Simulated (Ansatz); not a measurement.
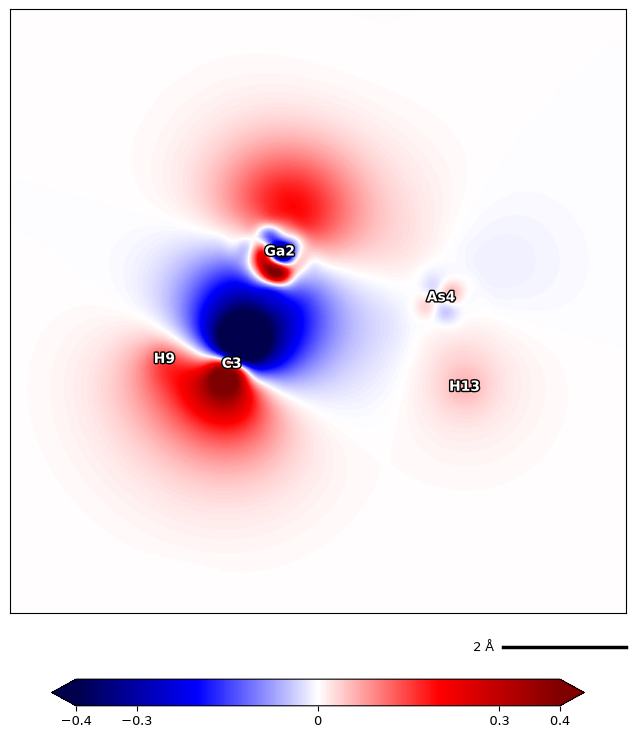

Figure. C2H10AsGa. The HOMO on the plane of atoms C3, Ga2 and As4 (values in Å⁻³ᐟ²; the overall sign is arbitrary).

Geometry: PBE0-D4/def2-TZVP.

These are results of RKS PBE0-D4/def2-TZVPP (Ansatz), not measurements.

```
atom    x (Å)    y (Å)    z (Å)
   C  -1.2206   1.2036  -1.1099
  Ga  -0.3302   0.6487   0.5778
   C   1.6212   0.9573   0.7920
  As  -0.2031  -2.0335   0.0414
   H  -0.6023   0.9955  -1.9863
   H  -1.3954   2.2835  -1.0825
   H  -2.1908   0.7208  -1.2447
   H  -1.2166   0.4583   1.8775
   H   1.7900   2.0078   1.0481
   H   2.0509   0.3542   1.5947
   H   2.1710   0.7541  -0.1300
   H  -0.8514  -3.0500   0.9518
   H   1.1312  -2.7376  -0.0559
   H  -0.7670  -2.5920  -1.2454
```

> Where does this orbital lie, and at what energy?

Its weight (Hirshfeld) is mainly on C1 (about 30 %), C3 (about 30 %) and Ga2 (about 25 %). Its energy is −7.20 eV.
